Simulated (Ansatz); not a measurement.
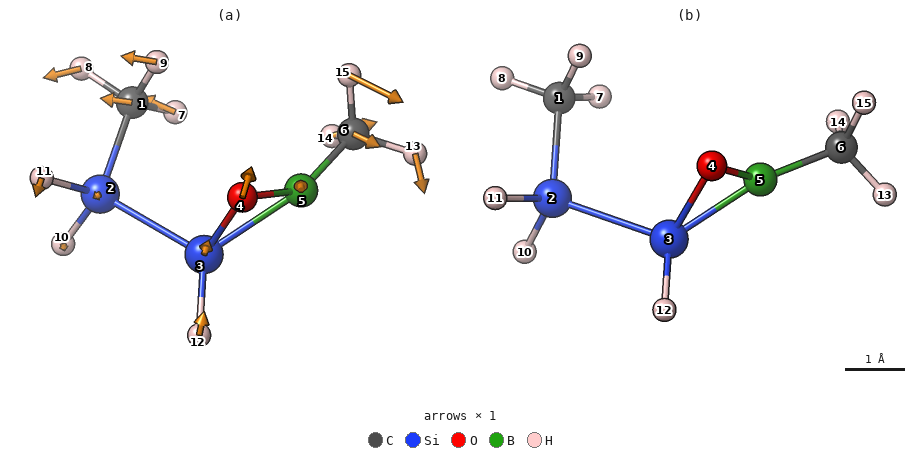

The structure of C2H9BOSi2 before (left) and after (right) a relaxation, at one scale. The orange arrows give the displacements, at their true length.

The picture is a ball-and-stick view, seen at a tilt.

The run prepares the start of a later molecular dynamics calculation, from a guessed geometry.

Method: RKS PBE0-D4/STO-3G in Ansatz.

Input file:
```yaml
crystal:
  periodic: [false, false, false]
  atoms:
    - { symbol: C, position_ang: [-0.8741, 1.2792, 1.0623] }
    - { symbol: Si, position_ang: [-0.3734, -0.2399, 1.9107] }
    - { symbol: Si, position_ang: [0.5514, -1.5989, 0.4096] }
    - { symbol: O, position_ang: [2.0086, -0.8395, -0.222] }
    - { symbol: B, position_ang: [0.9982, -0.7856, -1.3621] }
    - { symbol: C, position_ang: [0.3144, 0.1029, -2.4834] }
    - { symbol: H, position_ang: [-1.6302, 1.0711, 0.2631] }
    - { symbol: H, position_ang: [-1.3554, 2.0228, 1.781] }
    - { symbol: H, position_ang: [-0.0407, 1.8407, 0.634] }
    - { symbol: H, position_ang: [-1.5316, -0.9025, 2.5365] }
    - { symbol: H, position_ang: [0.5937, 0.1009, 2.9813] }
    - { symbol: H, position_ang: [0.9269, -2.9924, 0.752] }
    - { symbol: H, position_ang: [0.3965, -0.3926, -3.4761] }
    - { symbol: H, position_ang: [-0.7931, 0.2088, -2.2456] }
    - { symbol: H, position_ang: [0.7868, 1.0742, -2.5121] }
basis:
  gaussian: { orbitals: STO-3G }
hamiltonian:
  xc: pbe0
  dispersion: d4
relax:
  f_tol: 0.02
  max_steps: 40
scf:
  lower_state_search: "off"
output:
  orbitals: {}
```

Launched with:
```bash
ansatz run input.yaml --threads 1 --pin off --max-ram 2048MiB --backend cpu --events-out ev --progress --plain --runs-dir out
```

### Summarise the run.

After 17 geometry steps the energy has fallen by 36.2 kcal/mol. Largest force component: 6.9 eV/Å at the start, 0.017 eV/Å at the end. The largest move after the best rigid fit is that of H15, 1.15 Å. Largest moves by element: H 1.15 Å, O 0.67 Å, C 0.58 Å, B 0.32 Å, Si 0.31 Å. Near-neighbour distances that change, for instance: O4–B5 1.524 → 1.344 Å, Si3–B5 2.000 → 1.870 Å, C1–Si2 1.811 → 1.872 Å, Si3–O4 1.760 → 1.817 Å. Bond angles that change, for instance: Si3–B5–C6 139.3° → 158.2°, O4–B5–C6 146.6° → 135.3°, Si2–Si3–B5 116.2° → 125.8°.

Limits of the set-up: STO-3G is a minimal basis, so the numbers are rough.
